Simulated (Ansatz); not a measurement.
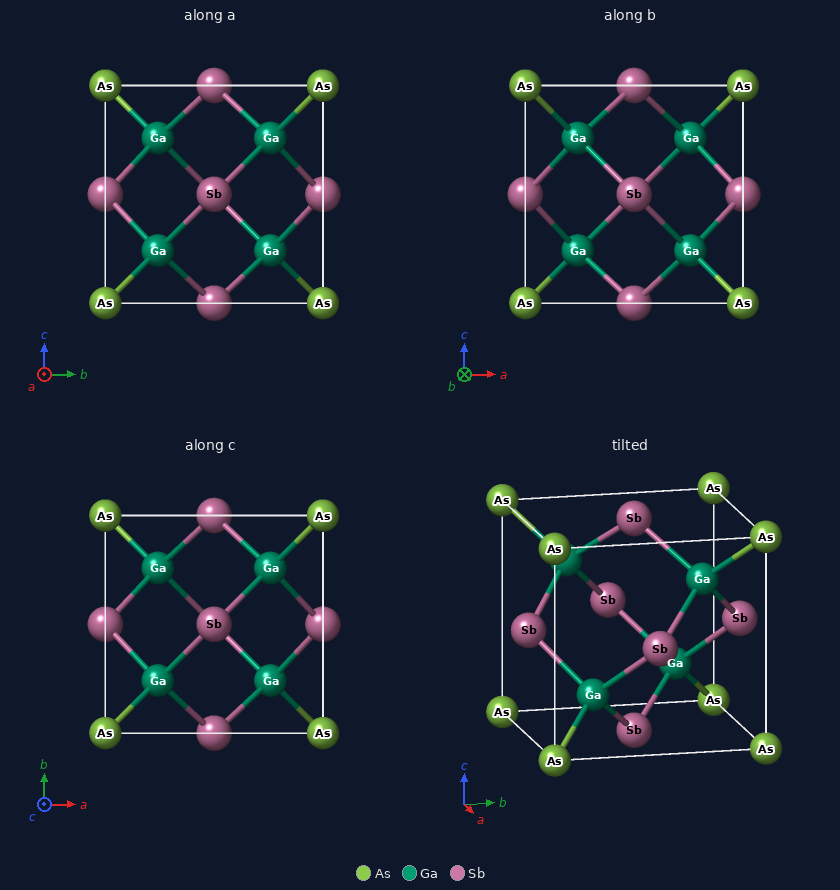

An orthographic ball-and-stick view of the structure, along the a axis, along the b axis, along the c axis and slightly off an axis. The edges of the conventional unit cell are marked.

Lattice parameters: a = 6.0192 Å, b = 6.0192 Å, c = 6.0192 Å, α = 90.000°, β = 90.000°, γ = 90.000°.

Set out the cell and atoms as a CIF with its space group and independent sites, with free fractional coordinates to two decimals.

Answer.
```cif
data_structure
_symmetry_space_group_name_H-M 'P -4 3 m'
_symmetry_Int_Tables_number 215
_cell_length_a 6.0192
_cell_length_b 6.0192
_cell_length_c 6.0192
_cell_angle_alpha 90.000
_cell_angle_beta 90.000
_cell_angle_gamma 90.000
_cell_volume 218.08
loop_
_atom_site_label
_atom_site_type_symbol
_atom_site_symmetry_multiplicity
_atom_site_Wyckoff_symbol
_atom_site_fract_x
_atom_site_fract_y
_atom_site_fract_z
_atom_site_occupancy
As1 As 1 a 0.00 0.00 0.00 1
Ga1 Ga 4 e 0.76 0.76 0.76 1
Sb1 Sb 3 c 0.50 0.50 0.00 1
```

The structure was taken from a structure type filled with these elements by a generator (whether the compound takes this form wasn't checked). Earlier steps of the study may have refined or changed the cell and positions. Ansatz was used for an electronic-structure calculation on it.
